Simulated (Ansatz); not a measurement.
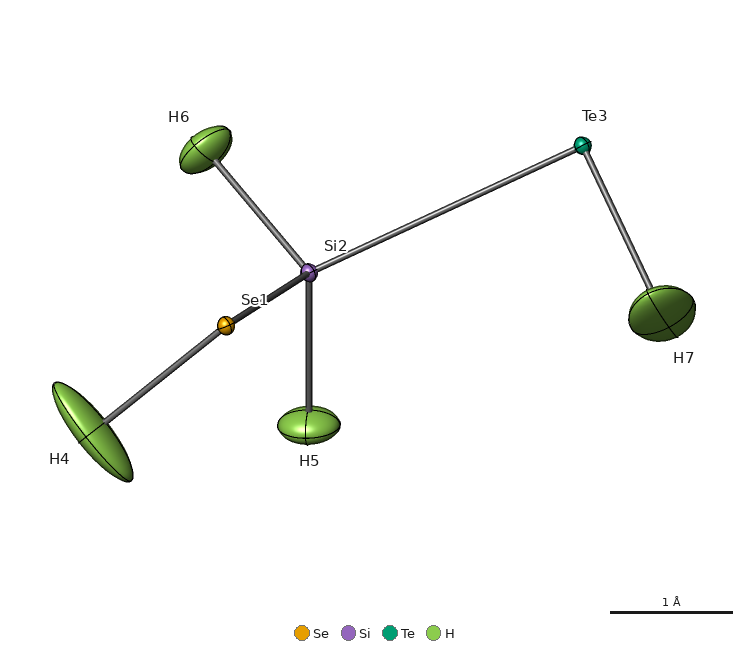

Displacement ellipsoids at the 50 % level, from the internal vibrations of the free molecule (harmonic, no overall translation or rotation; no half-axis is drawn under 0.075 Å). Vibrations computed with RKS PBE0-D4/def2-TZVP, core potentials on Te (Ansatz 0.2.0). Temperature: 0 K (zero-point motion alone).

List U_eq and the three principal root-mean-square amplitudes for each kind of atom.

| atom | U_eq (Å²) | rms amplitudes (Å) |
| --- | --- | --- |
| Se1 | 0.00053 | 0.004, 0.009, 0.038 |
| Si2 | 0.0012 | 0.019, 0.034, 0.047 |
| Te3 | 0.00021 | 0.003, 0.006, 0.024 |
| H4 | 0.0476 | 0.087, 0.165, 0.329 |
| H5 | 0.0196 | 0.090, 0.153, 0.166 |
| H6 | 0.0194 | 0.089, 0.153, 0.165 |
| H7 | 0.0495 | 0.088, 0.180, 0.329 |
